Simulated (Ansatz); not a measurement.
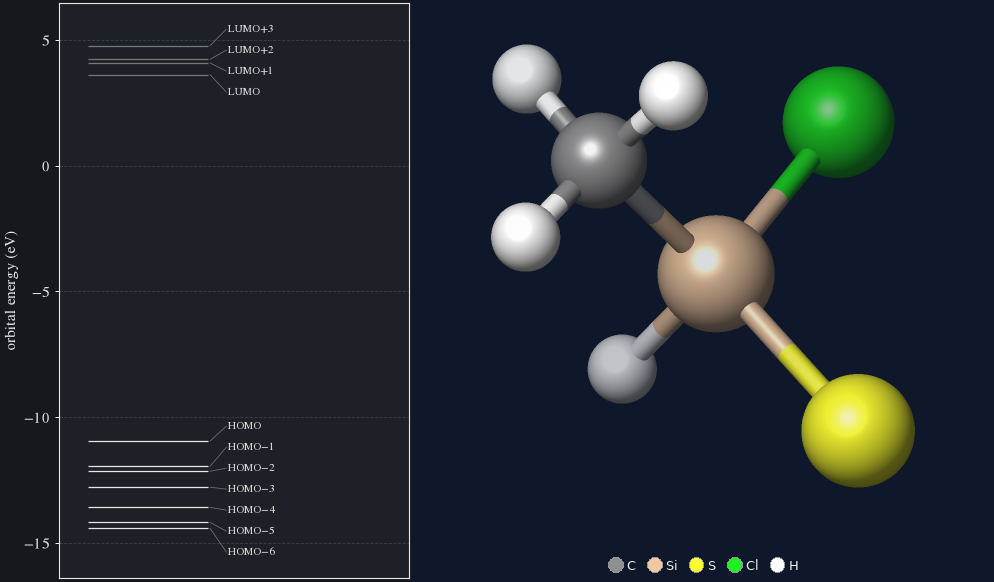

CH₄ClSSi, SMILES C[Si@H]([S])Cl, doublet. Hartree-Fock orbital energies near the frontier (alpha spin), HF/def2-TZVPP in the Ansatz code 0.2.0, at a PBE0-D4/def2-TZVP geometry (a minimum by its frequencies), isolated molecule; empty levels in grey, levels within 0.03 eV side by side.

Q: Where do the highest filled and lowest empty alpha orbitals lie?

A: HOMO at −10.95 eV, LUMO at 3.62 eV, 14.57 eV apart.

Q: And the beta frontier levels?

A: Beta HOMO −10.43 eV, beta LUMO −0.25 eV.

Q: List the levels.

A:
```tsv
orbital	energy (eV)
LUMO+3	4.77
LUMO+2	4.23
LUMO+1	4.09
LUMO	3.62
HOMO	−10.95
HOMO−1	−11.96
HOMO−2	−12.15
HOMO−3	−12.79
HOMO−4	−13.59
HOMO−5	−14.19
HOMO−6	−14.42
```

Note: empty levels above zero depend strongly on the basis.
